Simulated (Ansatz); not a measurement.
# SiHF (triplet): from Hartree-Fock to the top rungs at a displaced geometry (v1), cc-pVDZ

How much of the correlation energy of SiHF (triplet) does each wave-function method recover here?

Method: cc-pVDZ, core rule «outside noble gas», up to 6 orbitals frozen; program: Ansatz 0.2.0, Gaussian basis.

Plan: UHF; CCSD(T) on ROHF; CCSD(T) on UHF; BCCD(T) on ROHF; CISD; CCSDT(Q) on ROHF; CCSDT(Q) on UHF.

37 further runs of the same task are left out: 14 for a known fault of the program, 12 that didn't finish, 11 set aside as unsound or not needed.

## (1) The system

The geometry is a PBE0/def2-TZVP stationary point (not a proven minimum) with its atoms shifted at random (size 0.040 Å).

3 atoms, charge 0, spin multiplicity 3.

Atoms are counted from 1 here; the program's logs count them from 0.

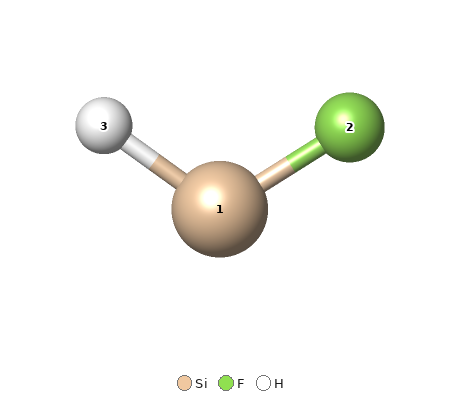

The structure; silicon light orange, fluorine green, hydrogen white; atoms are numbered from 1 in the order of the file.

## (2) UHF

in.yaml reads:

```yaml
crystal:
  periodic: [false, false, false]
  atoms:
    - {symbol: Si, position_ang: [-0.000659, -0.094225, 0.619888]}
    - {symbol: F, position_ang: [-0.001492, 0.073808, -0.986748]}
    - {symbol: H, position_ang: [0.046472, 1.234321, 1.326256]}
basis:
  gaussian: {orbitals: cc-pVDZ}
magnetization: {spin_polarized: true, initial_magnetization: 2}
hamiltonian: {xc: hf}
output: {orbitals: {seedname: orbitals}}
```

Command:

```sh
> ansatz run in.yaml --threads 1 --pin off --events-out ev --progress --plain --max-ram 2393MiB
```

Further steps of the session: CCSD(T) on ROHF; CCSD(T) on UHF; BCCD(T) on ROHF; CISD; CCSDT(Q) on ROHF; CCSDT(Q) on UHF.

Q: Predict the results of all the runs planned. Wanted: UCCSDT(Q) below the RHF energy; RMP2 from UCCSDT(Q); UMP2 from UCCSDT(Q); RCCSD from UCCSDT(Q); RCCSD(T) from UCCSDT(Q); UCCSD(T) from UCCSDT(Q); RCCSDT(Q) from UCCSDT(Q); T1 diagnostic.

The runs gave:

| quantity | value |
| --- | --- |
| UCCSDT(Q) below the RHF energy | -7.4519 eV |
| RMP2 from UCCSDT(Q) | +592.7 meV |
| UMP2 from UCCSDT(Q) | +584.3 meV |
| RCCSD from UCCSDT(Q) | +163.6 meV |
| RCCSD(T) from UCCSDT(Q) | +32.2 meV |
| UCCSD(T) from UCCSDT(Q) | +31.8 meV |
| RCCSDT(Q) from UCCSDT(Q) | +2.6 meV |
| levels within 1 kcal/mol (43 meV) | RCCSD(T), UCCSD(T), BCCD(T), RCCSDT, UCCSDT, RCCSDT(Q) |
| T1 diagnostic | 0.022 |

**Reading.** RCCSD(T) misses by +32.2 meV, 0.4 % of the correlation energy. These misses are within one basis, not against nature; the frozen cores of restricted and unrestricted runs differ, which can shift their rows.
